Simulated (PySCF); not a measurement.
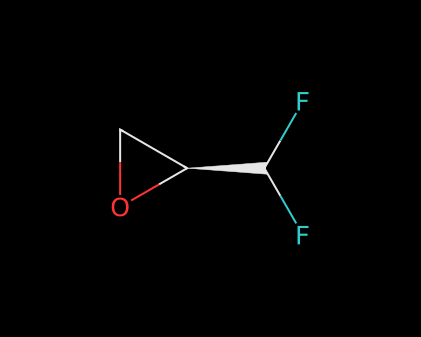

Structural formula above. Computed geometry: PBE0-D3(BJ)/def2-SVP optimisation. No frequency run is at hand to confirm it as a minimum.

Describe the 3D structure.

It has 10 atoms: 3 carbon, 4 hydrogen, 2 fluorine and 1 oxygen (C3H4F2O). Its SMILES string is `FC(F)[C@@H]1CO1`. Independent rings (smallest set): 1 of 3 members. Among its groups: ether, C–F bond. The point group is C1. Coordination, clear cases only: 1 C tetrahedral.

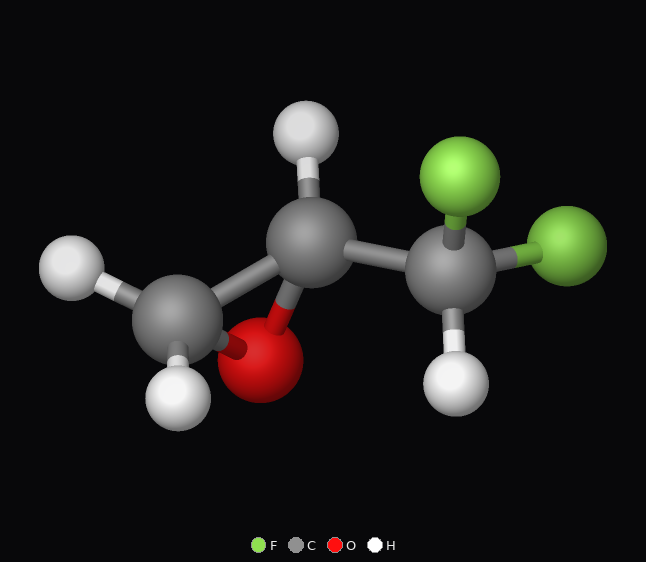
